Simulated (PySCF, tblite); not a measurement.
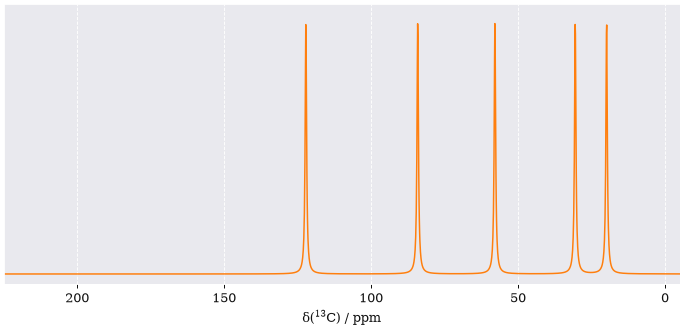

GIAO shifts, PBE0/pcSseg-1, PySCF 2.14.0, at a GFN2-xTB geometry (a minimum by its frequencies), against TMS for ¹³C computed at the same level. Gas phase, fully decoupled, line heights follow the number of nuclei, widths are arbitrary (no quadrupolar broadening); values of one conformer, averaged over methyl-type rotors and exact or near symmetry; other conformers aren't averaged in.

Question: Which structure fits the spectrum?
A. C₅H₉FN₂Si, SMILES N#CC[C@@H]1C[Si@@H](CF)N1
B. CH₁₁BO₂Si₂, SMILES C[O+]([SiH3])[BH2-]O[SiH3]
C. C₄H₈F₃NSi, SMILES FC[Si@@H]1C[C@@H](C(F)F)N1
D. C₅H₈BNS, SMILES [BH3-][N+]#C[C@@H](C#C)SC

Answer: Option A. Its ¹³C signals: 122.2 (1 C), 84.1 (1 C), 57.9 (1 C), 30.5 (1 C), 19.9 (1 C) ppm.

Known limits of this run: the tight-binding geometry is rougher than a DFT one and adds to the error.
